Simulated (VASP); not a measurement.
ELF calculation, with input and output: CH₂BrF

- system: CH₂BrF (5 atoms in the cell)
- method: Kohn-Sham DFT of a periodic cell, PBE, VASP PAW PBE potentials, recommended, no spin polarisation (VASP 6.6.1)

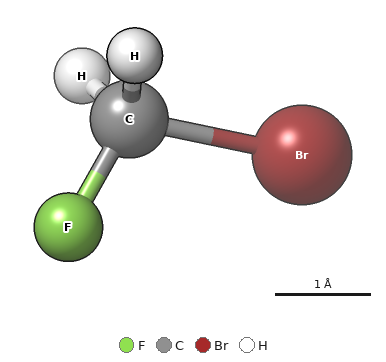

The structure (ball-and-stick view of the molecule without its box, seen at a tilt).

### INCAR
```
PREC = Accurate ; ENCUT = 520
EDIFF = 1E-6 ; ISMEAR = 0
SIGMA = 0.01 ; LREAL = False
LASPH = True ; NELM = 100
ALGO = Fast ; ISIF = 2
LWAVE = False ; LCHARG = True
GGA = PE ; LELF = True
```

### KPOINTS
```
Automatic mesh
0
Gamma
  1 1 1
```

### POSCAR
```
H2CBrF
1.0
   12.0000000000      0.0000000000      0.0000000000
    0.0000000000     11.0000000000      0.0000000000
    0.0000000000      0.0000000000     11.0000000000
F C Br H
1 1 1 2
Direct
    0.5890416700      0.5875590900      0.5079363600
    0.5443000000      0.4750681800      0.5000818200
    0.4030583300      0.4799954500      0.4153727300
    0.5991083300      0.4162590900      0.4476272700
    0.5276583300      0.4400863600      0.5908090900
```

Command:
```bash
cat potpaw_PBE.64/F/POTCAR potpaw_PBE.64/C/POTCAR potpaw_PBE.64/Br/POTCAR potpaw_PBE.64/H/POTCAR > POTCAR
mpirun -np 1 vasp_gam > vasp.out
```

### OSZICAR
```
N       E                     dE             d eps       ncg     rms          rms(c)
DAV:   1     0.193639965037E+03    0.19364E+03   -0.54653E+03    36   0.852E+02
DAV:   2     0.495722427769E+02   -0.14407E+03   -0.13893E+03    40   0.170E+02
DAV:   3    -0.170949083460E+02   -0.66667E+02   -0.66583E+02    34   0.119E+02
DAV:   4    -0.231280320803E+02   -0.60331E+01   -0.59656E+01    40   0.435E+01
DAV:   5    -0.232392607898E+02   -0.11123E+00   -0.11116E+00    34   0.592E+00    0.984E+00
RMM:   6    -0.221459591949E+02    0.10933E+01   -0.14617E+00    34   0.869E+00    0.501E+00
RMM:   7    -0.218912284619E+02    0.25473E+00   -0.78655E-01    35   0.582E+00    0.162E+00
RMM:   8    -0.218635177571E+02    0.27711E-01   -0.10152E-01    36   0.230E+00    0.342E-01
RMM:   9    -0.218635509985E+02   -0.33241E-04   -0.16645E-02    37   0.815E-01    0.146E-01
RMM:  10    -0.218653383994E+02   -0.17874E-02   -0.48796E-03    37   0.440E-01    0.757E-02
RMM:  11    -0.218685252399E+02   -0.31868E-02   -0.23222E-03    35   0.346E-01    0.720E-02
RMM:  12    -0.218704491784E+02   -0.19239E-02   -0.91804E-04    36   0.181E-01    0.335E-02
RMM:  13    -0.218730320849E+02   -0.25829E-02   -0.10580E-03    36   0.190E-01    0.319E-02
RMM:  14    -0.218745144425E+02   -0.14824E-02   -0.62432E-04    36   0.148E-01    0.233E-02
RMM:  15    -0.218754767672E+02   -0.96232E-03   -0.22064E-04    36   0.762E-02    0.189E-02
RMM:  16    -0.218758231237E+02   -0.34636E-03   -0.19821E-04    37   0.881E-02    0.142E-02
RMM:  17    -0.218761092755E+02   -0.28615E-03   -0.49301E-05    35   0.386E-02    0.489E-03
RMM:  18    -0.218761527283E+02   -0.43453E-04   -0.21373E-05    36   0.238E-02    0.245E-03
RMM:  19    -0.218762045192E+02   -0.51791E-04   -0.41522E-06    30   0.119E-02    0.169E-03
RMM:  20    -0.218762140246E+02   -0.95054E-05   -0.16063E-06    28   0.640E-03    0.589E-04
RMM:  21    -0.218762192542E+02   -0.52296E-05   -0.63811E-07    25   0.415E-03    0.723E-04
RMM:  22    -0.218762200692E+02   -0.81498E-06   -0.16353E-07    21   0.239E-03
   1 F= -.21876220E+02 E0= -.21876220E+02  d E =-.646222E-18
```

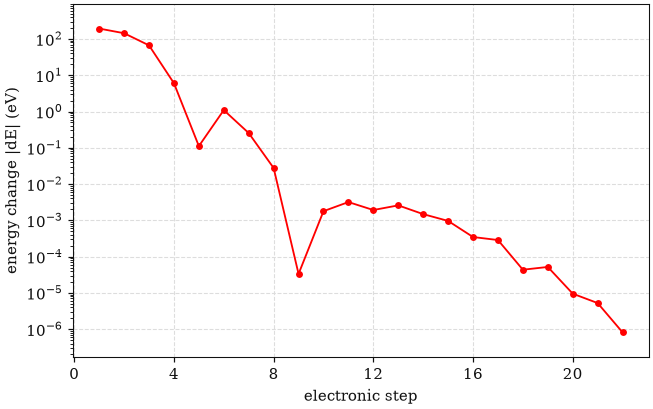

Convergence of the self-consistent field: energy change |dE| against the electronic step. It takes 22 electronic steps. The density is held fixed in the first few steps, and dE rises again when its update begins.

### Parts of OUTCAR
```
PREC = Accurate
   ENCUT = 520
   EDIFF = 1E-6
   ISMEAR = 0
   LREAL = False
   LASPH = True
   NELM = 100
   ISIF = 2
   GGA = PE

 ion  position               nearest neighbor table
   1  0.589  0.588  0.508-   2 1.35
   2  0.544  0.475  0.500-   5 1.09   4 1.09   1 1.35   3 1.93
   3  0.403  0.480  0.415-   2 1.93
   4  0.599  0.416  0.448-   2 1.09
   5  0.528  0.440  0.591-   2 1.09

  LATTYP: Found a simple tetragonal cell.
 ALAT       =    11.0000000000
 C/A-ratio  =     1.0909090909

  Lattice vectors:

 A1 = (   0.0000000000,  11.0000000000,   0.0000000000)
 A2 = (   0.0000000000,   0.0000000000,  11.0000000000)
 A3 = (  12.0000000000,   0.0000000000,   0.0000000000)

Analysis of symmetry for initial positions (statically):
=====================================================================
 Subroutine PRICEL returns:
 Original cell was already a primitive cell.

 Routine SETGRP: Setting up the symmetry group for a
 simple tetragonal supercell.

 Subroutine GETGRP returns: Found  1 space group operations
 (whereof  1 operations were pure point group operations)
 out of a pool of 16 trial point group operations.

The static configuration has the point symmetry C_1 .

Analysis of symmetry for dynamics (positions and initial velocities):
=====================================================================
 Subroutine PRICEL returns:
 Original cell was already a primitive cell.

 Routine SETGRP: Setting up the symmetry group for a
 simple tetragonal supercell.

 Subroutine GETGRP returns: Found  1 space group operations
 (whereof  1 operations were pure point group operations)
 out of a pool of 16 trial point group operations.

The dynamic configuration has the point symmetry C_1 .

 Subroutine INISYM returns: Found  1 space group operations
 (whereof  1 operations are pure point group operations),
 and found     1 'primitive' translations

----------------------------------------------------------------------------------------

                                     Primitive cell

  volume of cell :    1452.0000

  direct lattice vectors                    reciprocal lattice vectors
    12.000000000  0.000000000  0.000000000     0.083333333  0.000000000  0.000000000
     0.000000000 11.000000000  0.000000000     0.000000000  0.090909091  0.000000000
     0.000000000  0.000000000 11.000000000     0.000000000  0.000000000  0.090909091

  length of vectors
    12.000000000 11.000000000 11.000000000     0.083333333  0.090909091  0.090909091

  position of ions in fractional coordinates (direct lattice)
     0.589041670  0.587559090  0.507936360
     0.544300000  0.475068180  0.500081820
     0.403058330  0.479995450  0.415372730
     0.599108330  0.416259090  0.447627270
     0.527658330  0.440086360  0.590809090

  ion indices of the primitive-cell ions
   primitive index   ion index
                 1           1
                 2           2
                 3           3
                 4           4
                 5           5

----------------------------------------------------------------------------------------

 KPOINTS: Automatic mesh

Automatic generation of k-mesh.
 Grid dimensions read from file:
 generate k-points for:    1    1    1

 Generating k-lattice:

  Cartesian coordinates                     Fractional coordinates (reciprocal lattice)
     0.083333333  0.000000000  0.000000000     1.000000000  0.000000000  0.000000000
     0.000000000  0.090909091  0.000000000     0.000000000  1.000000000  0.000000000
     0.000000000  0.000000000  0.090909091     0.000000000  0.000000000  1.000000000

  Length of vectors
     0.083333333  0.090909091  0.090909091

  Shift w.r.t. Gamma in fractional coordinates (k-lattice)
     0.000000000  0.000000000  0.000000000

 Subroutine IBZKPT returns following result:
 ===========================================

 Found      1 irreducible k-points:

 Following reciprocal coordinates:
            Coordinates               Weight
  0.000000  0.000000  0.000000      1.000000
   k-points           NKPTS =      1   k-points in BZ     NKDIM =      1   number of bands    NBANDS=     14
   number of dos      NEDOS =    301   number of ions     NIONS =      5
   total plane-waves  NPLWV = 635040
   dimension x,y,z NGX =    90 NGY =   84 NGZ =   84
   dimension x,y,z NGXF=   180 NGYF=  168 NGZF=  168
   ions per type =               1   1   1   2
   NGX,Y,Z   is equivalent  to a cutoff of  12.47, 12.70, 12.70 a.u.
   NGXF,Y,Z  is equivalent  to a cutoff of  24.94, 25.39, 25.39 a.u.
 SYSTEM =  unknown system
   PREC   = accura    normal or accurate (medium, high low for compatibility)
   ISTART =      0    job   : 0-new  1-cont  2-samecut
   ICHARG =      2    charge: 1-file 2-atom 10-const
   ISPIN  =      1    spin polarized calculation?
   LNONCOLLINEAR =      F non collinear calculations
   LSORBIT =      F    spin-orbit coupling
   LASPH  =      T    aspherical Exc in radial PAW
   ENCUT  =  520.0 eV  38.22 Ry    6.18 a.u.  22.31 20.45 20.45*2*pi/ulx,y,z
   NELM   =    100;   NELMIN=  2; NELMDL= -5     # of ELM steps
   EDIFF  = 0.1E-05   stopping-criterion for ELM
   LREAL  =      F    real-space projection
   EDIFFG = 0.1E-04   stopping-criterion for IOM
   NSW    =      0    number of steps for IOM
   IBRION =     -1    ionic relax: 0-MD 1-quasi-New 2-CG
   NFREE  =      0    steps in history (QN), initial steepest desc. (CG)
   ISIF   =      2    stress and relaxation
   ISYM   =      2    0-nonsym 1-usesym 2-fastsym
   POTIM  = 0.5000    time-step for ionic-motion
   TEBEG  =    0.0;   TEEND  =   0.0 temperature during run
   PSTRESS=    0.0 pullay stress
   NELECT =      20.0000    total number of electrons
   NUPDOWN=      -1.0000    fix difference up-down
   EMIN   =  10.00;   EMAX   =-10.00  energy-range for DOS
   EFERMI =   0.00;   METHOD = LEGACY
   ISMEAR =     0;   SIGMA  =   0.01  broadening in eV -4-tet -1-fermi 0-gaus
   EFERMI_NEDOS =   21; number of points for ismear=-14 and -15
   IALGO  =     68    algorithm
   IMIX   =      4    mixing-type and parameters
     AMIX     =   0.40;   BMIX     =  1.00
     AMIX_MAG =   1.60;   BMIX_MAG =  1.00
  volume/ion in A,a.u.               =     290.40      1959.72
  Fermi-wavevector in a.u.,A,eV,Ry     =   0.392430  0.741586  2.095319  0.154002
  Thomas-Fermi vector in A             =   1.335781
   LORBIT       =      0    0 simple, 1 ext, 2 COOP (PROOUT), +10 PAW based schemes
   GGA     = PE    functional components
   LHFCALC =     F    Hartree Fock is set to
   AEXX    =    0.0000 exact exchange contribution
   IVDW    =     0    specifies the selected vdW correction
   LEPSILON=     F    determine dielectric tensor
   LRPA    =     F    only Hartree local field effects (RPA)
 non-spin polarized calculation
 RMM-DIIS sequential band-by-band and
 Gauss-broadening in eV      SIGMA  =   0.01
  energy-cutoff  :      520.00
  volume of cell :     1452.00
 maximum number of plane-waves:     19579
 NGX is ok and might be reduce to    90
   NGX = 45   NGY = 41   NGZ = 41

 number of electron      19.9999991 magnetization

 Free energy of the ion-electron system (eV)
  ---------------------------------------------------
  ext. energy  EPLUGINS =         0.00000000
  ---------------------------------------------------
  free energy    TOTEN  =       -21.87622007 eV

  energy without entropy =      -21.87622007  energy(sigma->0) =      -21.87622007

 E-fermi :  -6.6464     XC(G=0):  -0.7891     alpha+bet : -0.2959

 val. band max:       -6.7070167965   @ k =   0.0000   0.0000   0.0000
 cond. band min:      -1.1608625690   @ k =   0.0000   0.0000   0.0000
 fundamental gap:      5.5461542276
 Fermi energy:        -6.6464316427

 k-point     1 :       0.0000    0.0000    0.0000
  band No.  band energies     occupation
      1     -30.8968      2.00000
      2     -20.5919      2.00000
      3     -16.8523      2.00000
      4     -12.8814      2.00000
      5     -12.7089      2.00000
      6     -11.6707      2.00000
      7      -8.8494      2.00000
      8      -8.5427      2.00000
      9      -7.0205      2.00000
     10      -6.7070      2.00000
     11      -1.1609      0.00000
     12      -0.4373      0.00000
     13       0.4330      0.00000
     14       0.6552      0.00000

------------------------ aborting loop because EDIFF is reached ----------------------------------------

  FORCE on cell =-STRESS in cart. coord.  units (eV):
  Direction    XX          YY          ZZ          XY          YZ          ZX
  --------------------------------------------------------------------------------------
  -------------------------------------------------------------------------------------
  Total        0.9076427      1.2838449      0.4280902      0.4713569      0.0924895      0.2495345
  in kB        1.0015183      1.4166303      0.4723667      0.5201083      0.1020555      0.2753433
  external PRESSURE =       0.9635051 kB  Pullay stress =       0.0000000 kB

 VOLUME and BASIS-vectors are now :
 -----------------------------------------------------------------------------
  energy-cutoff  :      520.00
  volume of cell :     1452.00
      direct lattice vectors                 reciprocal lattice vectors
    12.000000000  0.000000000  0.000000000     0.083333333  0.000000000  0.000000000
     0.000000000 11.000000000  0.000000000     0.000000000  0.090909091  0.000000000
     0.000000000  0.000000000 11.000000000     0.000000000  0.000000000  0.090909091

 POSITION                                       TOTAL-FORCE (eV/Angst)
 -----------------------------------------------------------------------------------
      7.06850      6.46315      5.58730         0.459075      0.994941      0.084128
      6.53160      5.22575      5.50090        -0.174872     -0.723104      0.025198
      4.83670      5.27995      4.56910        -0.376243     -0.013615     -0.203168
      7.18930      4.57885      4.92390         0.148650     -0.160392     -0.140985
      6.33190      4.84095      6.49890        -0.056611     -0.097830      0.234827
 -----------------------------------------------------------------------------------
    total drift:                                0.000137     -0.000317      0.000449

  FREE ENERGIE OF THE ION-ELECTRON SYSTEM (eV)
  ---------------------------------------------------
  free  energy   TOTEN  =       -21.8762200692 eV

  energy  without entropy=      -21.8762200692  energy(sigma->0) =      -21.87622007
```

### CONTCAR
```
H2CBrF
   1.00000000000000
    12.0000000000000000    0.0000000000000000    0.0000000000000000
     0.0000000000000000   11.0000000000000000    0.0000000000000000
     0.0000000000000000    0.0000000000000000   11.0000000000000000
  F               C               Br              H
     1     1     1     2
Direct
     0.5890416700000003    0.5875590899999992    0.5079363600000022
     0.5442999999999998    0.4750681800000010    0.5000818199999983
     0.4030583300000004    0.4799954499999970    0.4153727300000014
     0.5991083300000000    0.4162590899999969    0.4476272699999981
     0.5276583300000013    0.4400863600000022    0.5908090900000005

  0.00000000E+00  0.00000000E+00  0.00000000E+00
  0.00000000E+00  0.00000000E+00  0.00000000E+00
  0.00000000E+00  0.00000000E+00  0.00000000E+00
  0.00000000E+00  0.00000000E+00  0.00000000E+00
  0.00000000E+00  0.00000000E+00  0.00000000E+00
```

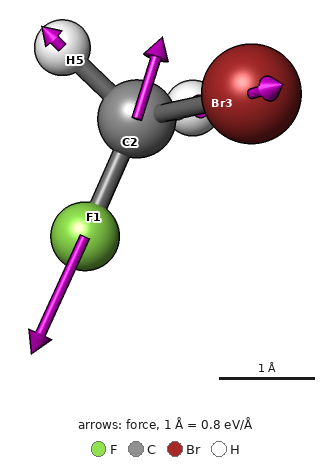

Forces on the atoms as pink arrows (ball-and-stick view of the molecule without its box, seen at a tilt; atoms are numbered from 1 in the order of the input). The largest act on F1 (1.10 eV/Å); C2 (0.74 eV/Å); Br3 (0.43 eV/Å). The geometry is not a stationary point of this energy.

### Key numbers

```json
{"quantity": "outcome", "value": "converged"}
{"quantity": "electrons treated", "value": "20"}
{"quantity": "free energy", "value": "−21.8762 eV"}
{"quantity": "Fermi energy of the self-consistent step", "value": "−6.646 eV"}
{"quantity": "gap on the k-point mesh", "value": "5.55 eV"}
{"quantity": "largest force (length of the vector)", "value": "1.099 eV/Å"}
{"quantity": "hardware", "value": "1 thread of AMD EPYC (Zen 3), 64 GiB of memory available, shared host"}
{"quantity": "wall time", "value": "1.9 min"}
{"quantity": "peak memory", "value": "1.1 GiB"}
```
